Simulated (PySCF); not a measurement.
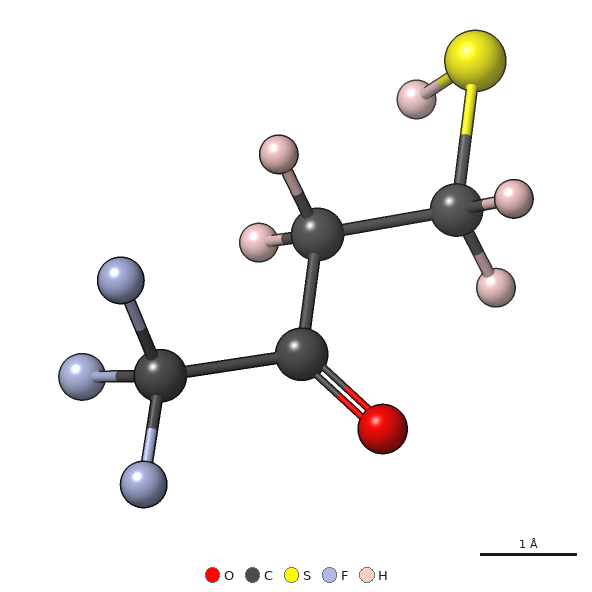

Multiple sticks mark multiple bonds (one Kekulé form).

Computed geometry: GFN2-xTB optimisation. No frequency run is at hand to confirm it as a minimum.

**Give the formula.**

C4H5F3OS, 14 atoms: 4 carbon, 5 hydrogen, 3 fluorine, 1 oxygen and 1 sulfur.

**Does it have rings?**

It has no ring.

The parts below concern this one geometry. Atoms keep their numbers from picture to picture.

## Geometry

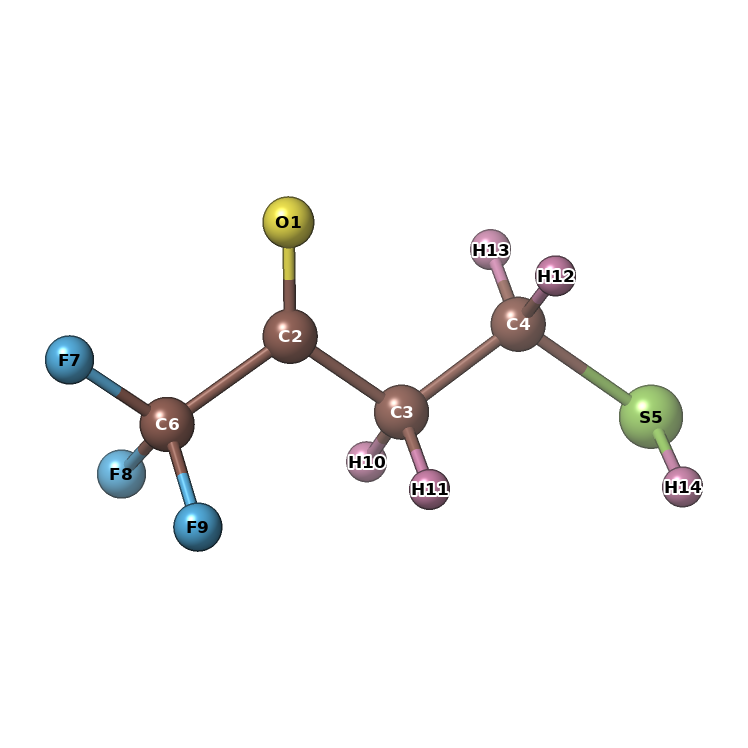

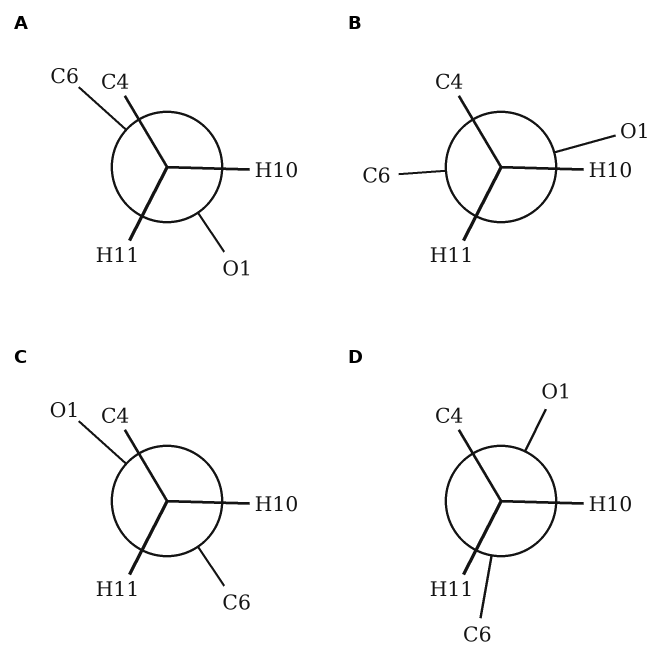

Atoms fade into the background with distance from the viewer. Bonds that would overlap in a projection are set slightly apart. No frequency run is at hand to confirm it as a minimum.

**Which Newman projection shows the view along C3–C2, with C3 in front?**

C. The torsion angle C4–C3–C2–O1 is −3°, synperiplanar (eclipsed).

## Electronic properties

No frequency run is at hand to confirm it as a minimum. Method: PBE0/def2-SVPD, gas phase (PySCF 2.14.0). Excitations: vertical, linear response.

**Estimate the lowest vertical singlet excitation.**

4.15 eV.

**Estimate the dipole moment.**

1.63 D.

**Give the HOMO energy (Kohn–Sham orbital) at this level.**

−7.29 eV.

**Estimate the brightest of the 6 lowest singlets.**

6.31 eV.

## NMR shielding

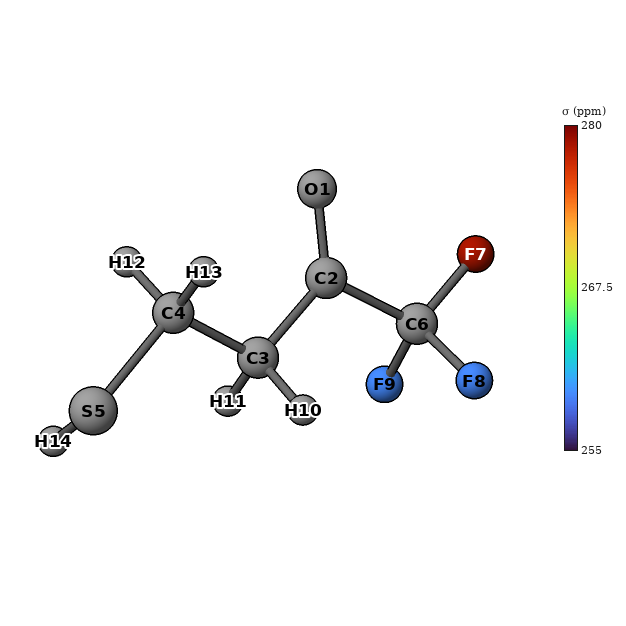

Atoms are coloured by their isotropic NMR shieldings (F only, the others grey). No frequency run is at hand to confirm it as a minimum. Level of theory: GIAO PBE0/pcSseg-1 NMR shielding, non-relativistic, gas phase (PySCF 2.14.0).

List the isotropic NMR shieldings of the F atoms.

```
atom  σ (ppm)
  F7    278.4
  F8    259.2
  F9    259.3
```

## Charges

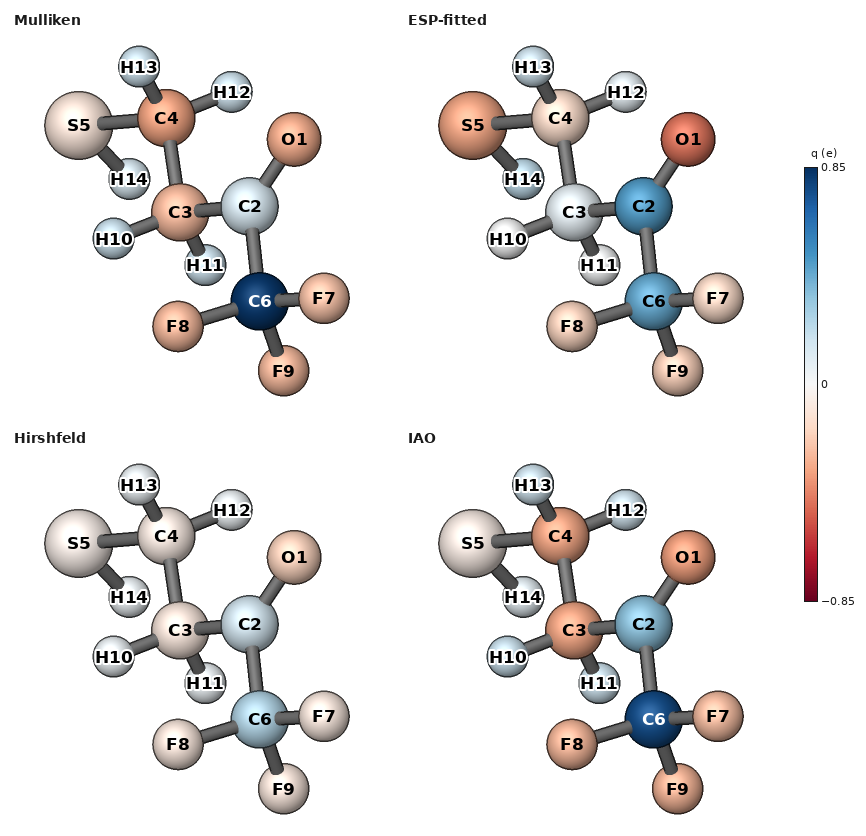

Atomic charges of one calculation by 4 schemes, on one colour scale. No frequency run is at hand to confirm it as a minimum. Computed with PBE0/pcSseg-1 (PySCF 2.14.0).

**On which atom do the schemes disagree most?**

On C6 (from 0.25 to 0.83 e).

List the charges (e), one line for each set of equivalent atoms.

| atom | Mulliken | ESP-fitted | Hirshfeld | IAO |
| --- | --- | --- | --- | --- |
| O1 | −0.31 | −0.46 | −0.19 | −0.35 |
| C2 | 0.14 | 0.48 | 0.15 | 0.35 |
| C3 | −0.27 | 0.08 | −0.09 | −0.33 |
| C4 | −0.34 | −0.15 | −0.07 | −0.33 |
| S5 | −0.10 | −0.33 | −0.05 | −0.06 |
| C6 | 0.83 | 0.44 | 0.25 | 0.76 |
| F7 | −0.24 | −0.16 | −0.08 | −0.26 |
| F8 | −0.27 | −0.18 | −0.09 | −0.28 |
| F9 | −0.27 | −0.19 | −0.09 | −0.28 |
| H10 | 0.18 | 0.00 | 0.05 | 0.18 |
| H11 | 0.17 | 0.02 | 0.05 | 0.17 |
| H12 | 0.17 | 0.08 | 0.05 | 0.16 |
| H13 | 0.17 | 0.17 | 0.05 | 0.17 |
| H14 | 0.13 | 0.21 | 0.05 | 0.09 |

Mulliken values depend strongly on the basis set and can even reverse the polarity of a bond.
